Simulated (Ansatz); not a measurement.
# Ag, response to strain

The parent structure is Ag in the fcc (Cu type) structure (space group Fm-3m, No. 225; a = 4.0009 Å; relaxed with 0.1 eV smearing).

Strains are applied to the cell and any free atomic positions relax.

Method: Ansatz (a first-principles code), LDA, PAW, cutoff 420 eV, spin-orbit coupling left out.

Notes on the quantities. energy relative to the base: free energy F.

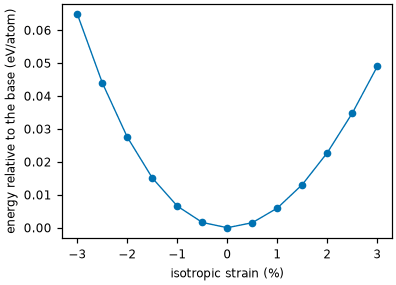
Figure. Energy relative to the base against isotropic strain

From the plot, what is the energy relative to the base for isotropic strain +1.00 %?

About 0.006 eV/atom.

Is the trend monotonic over the range shown?

No, it turns within the range, spanning 0 meV/atom to +65 meV/atom.

Whether these cells are dynamically stable was not tested.
